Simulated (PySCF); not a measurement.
Potential energy curve for GeCl, doublet.

Computed with: ROHF/cc-pVDZ (PySCF); UKS-r2SCAN = unrestricted r2SCAN/cc-pVDZ in PySCF; UKS-BHandHLYP = unrestricted BHandHLYP/cc-pVDZ (PySCF).

Magnitude of the dipole moment (D; its direction can reverse along the curve, and a method can change to another solution) and Mulliken charge of the fragment that holds Ge1:

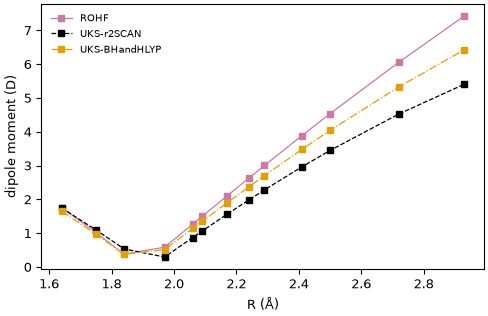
Figure. Dipole moment against bond length.

```tsv
R / Å	μ ROHF	q ROHF	μ UKS-r2SCAN	q UKS-r2SCAN	μ UKS-BHandHLYP	q UKS-BHandHLYP
1.64	1.76	0.01	1.75	-0.09	1.66	-0.05
1.75	1.02	0.08	1.10	-0.02	0.97	0.01
1.84	0.38	0.14	0.54	0.04	0.38	0.08
1.97	0.59	0.24	0.30	0.13	0.52	0.17
2.06	1.27	0.30	0.87	0.18	1.14	0.23
2.09	1.50	0.32	1.06	0.20	1.35	0.25
2.17	2.10	0.36	1.56	0.24	1.90	0.29
2.24	2.63	0.40	1.99	0.27	2.37	0.33
2.29	3.00	0.42	2.28	0.29	2.70	0.35
2.41	3.89	0.46	2.96	0.33	3.48	0.39
2.50	4.54	0.49	3.45	0.36	4.04	0.42
2.72	6.05	0.55	4.52	0.39	5.33	0.46
2.93	7.43	0.59	5.41	0.41	6.43	0.49
```

The scan ran from 1.64 to 8.75 Å; beyond the distances shown one of the unrestricted levels run for this scan, shown here or not, changes its spin distribution in one step.
